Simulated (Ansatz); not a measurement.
CH₇GaO: frequency calculation

- system: CH₇GaO
- method: RKS BLYP/def2-SVP (Ansatz 0.2.0)

It belongs to a series of runs on one base structure; here: vibrations at the highest image of the band. Figures and captions count atoms from 1; the log counts them from 0 in places.

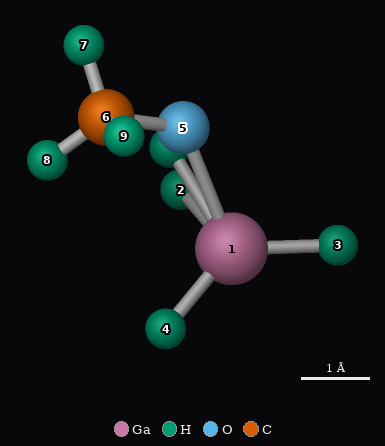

Fig. 1: The input geometry (ball-and-stick view, seen at a tilt; atoms are numbered from 1 in the order of the input). Sticks mark near contacts. Bond lengths as drawn: C–H 1.11 to 1.12 Å, C–O 1.43 Å, Ga–H 1.57 to 1.89 Å and Ga–O 2.00 Å.

**The input**
```yaml
crystal:
  periodic: [false, false, false]
  atoms:
    - { symbol: Ga, position_ang: [-0.130891, -0.113001, -0.18712] }
    - { symbol: H, position_ang: [-0.148329, -0.212315, 1.6844] }
    - { symbol: H, position_ang: [1.13226, 0.715804, -0.612251] }
    - { symbol: H, position_ang: [-1.630537, -0.043595, -0.663666] }
    - { symbol: O, position_ang: [0.396359, -1.95836, 0.387114] }
    - { symbol: C, position_ang: [-0.421921, -3.107113, 0.164436] }
    - { symbol: H, position_ang: [-0.024284, -3.964258, 0.749299] }
    - { symbol: H, position_ang: [-1.485432, -2.946837, 0.461747] }
    - { symbol: H, position_ang: [-0.40948, -3.391747, -0.91141] }
    - { symbol: H, position_ang: [0.090354, -1.127779, 1.394851] }
basis:
  gaussian: { orbitals: def2-SVP }
hamiltonian:
  xc: blyp
phonons: {}
```

Launched with:
```bash
ansatz run input.yaml --threads 2 --pin off --max-ram 3072MiB --backend cpu --events-out ev --progress --plain --runs-dir out
```

**Log**
```
Engine: ansatz 0.2.0, aarch64-unknown-linux-gnu
Functional definition: BLYP
  parameter beta = 0.0042
  parameter a = 0.04918
  parameter b = 0.132
  parameter c = 0.2533
  parameter d = 0.349
  exchange = b88_x(beta = beta)
  correlation = lyp_c(a = a, b = b, c = c, d = d)
1062 factors; their error is unknown
mean field evaluation 1: about -55558.0247 eV, gradient 6.4e1 eV
mean field evaluation 2: about -55475.8356 eV, gradient 1.8e2 eV
mean field evaluation 4: about -55565.5151 eV, gradient 1.5e1 eV
mean field evaluation 8: about -55565.9048 eV, gradient 2.3e-1 eV
mean field evaluation 16: about -55565.8624 eV, gradient 5.3e-5 eV
mean field -55565.86239741 eV, -2042.0077792104 hartree, gradient 5.3e-5 eV, S^2 0.000000; 0 other end points of the search recorded, 0 dependent functions left out
the calculation of the forces begins
reference -55565.86273561 eV, -2042.0077916392 hartree; 26, 26 occupied and 69, 69 virtual orbitals, 1062 factors
these checks for a lower state are left out or cut short: stability, starts, cluster_reference, orbital_swaps, neighbouring_geometries, increment
1062 factors; their error is unknown
mean field -55565.86232555 eV, -2042.0077765696 hartree, gradient 2.0e-6 eV, S^2 0.000000; 0 other end points of the search recorded, 0 dependent functions left out
[... from here on the field's lines of each further geometry are left out, up to the last ...]
the calculation of the forces begins
reference -55565.86271528 eV, -2042.0077908920 hartree; 26, 26 occupied and 69, 69 virtual orbitals, 1062 factors
these checks for a lower state are left out or cut short: stability, starts, cluster_reference, orbital_swaps, neighbouring_geometries, increment
1062 factors; their error is unknown
mean field -55565.86238087 eV, -2042.0077786028 hartree, gradient 2.0e-6 eV, S^2 0.000000; 0 other end points of the search recorded, 0 dependent functions left out
the calculation of the forces begins
reference -55565.86271910 eV, -2042.0077910323 hartree; 26, 26 occupied and 69, 69 virtual orbitals, 1062 factors
WARN: phonons: modes at or below zero, which the zero-point energy, F, S and C_V leave out: 1, the lowest at -1054.21 cm⁻¹. A minimum has none, and a first-order saddle one
Total energy: -55565.86273561 eV, -2042.0077916392 hartree
Atom 0 at    -0.130891    -0.113001    -0.187120 Å, force     0.001089     0.002589    -0.000492 eV/Å
Atom 1 at    -0.148329    -0.212315     1.684400 Å, force    -0.002011    -0.001023    -0.002094 eV/Å
Atom 2 at     1.132260     0.715804    -0.612251 Å, force    -0.000741     0.000989     0.000341 eV/Å
Atom 3 at    -1.630537    -0.043595    -0.663666 Å, force     0.000848    -0.001982    -0.001468 eV/Å
Atom 4 at     0.396359    -1.958360     0.387114 Å, force    -0.003384    -0.006683     0.004307 eV/Å
Atom 5 at    -0.421921    -3.107113     0.164436 Å, force     0.008028     0.012505     0.001680 eV/Å
Atom 6 at    -0.024284    -3.964258     0.749299 Å, force    -0.001378    -0.003468    -0.002350 eV/Å
Atom 7 at    -1.485432    -2.946837     0.461747 Å, force    -0.000602    -0.002854     0.001075 eV/Å
Atom 8 at    -0.409480    -3.391747    -0.911410 Å, force    -0.004429    -0.000426    -0.000224 eV/Å
Atom 9 at     0.090354    -1.127779     1.394851 Å, force     0.002580     0.000352    -0.000774 eV/Å
Dipole moment:    -0.185343    -0.166202    -0.056489 e Å
Vibrations: -1054.21 109.43 154.39 195.97 445.64 464.50 579.91 672.84 691.57 865.83 1021.93 1120.93 1145.11 1283.21 1422.40 1424.77 1431.99 1660.89 1861.80 1907.59 1939.70 2894.31 2962.10 2992.08 cm⁻¹, zero-point energy 1.813202 eV
```

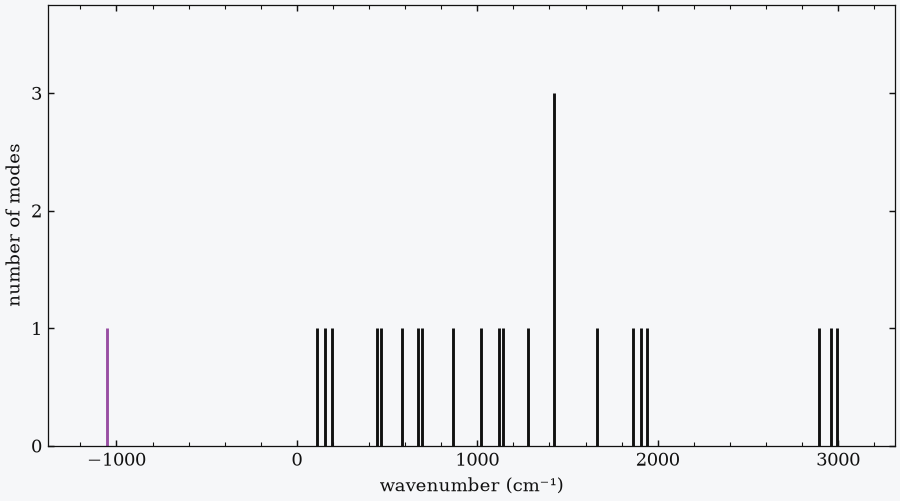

Fig. 2: Harmonic vibrational wavenumbers from the force constants; neighbouring modes closer than 18 cm⁻¹ are counted in one stick, and imaginary ones are drawn at negative wavenumbers. 24 modes from 1054i to 2992 cm⁻¹, 1 imaginary beyond 8i (1054i cm⁻¹): a first-order saddle point, if the geometry is stationary.

**Results in brief**

| quantity | value |
| --- | --- |
| outcome | converged |
| total energy | −55565.8627 eV |
| mean-field energy | −55565.8627 eV |
| largest force (length of the vector) | 0.015 eV/Å |
| hardware | 2 threads of Arm Neoverse V1, 24 GiB of memory available, shared host |
| wall time | 60 s (CPU time 1.9 min) |
| peak memory | 0.13 GiB |
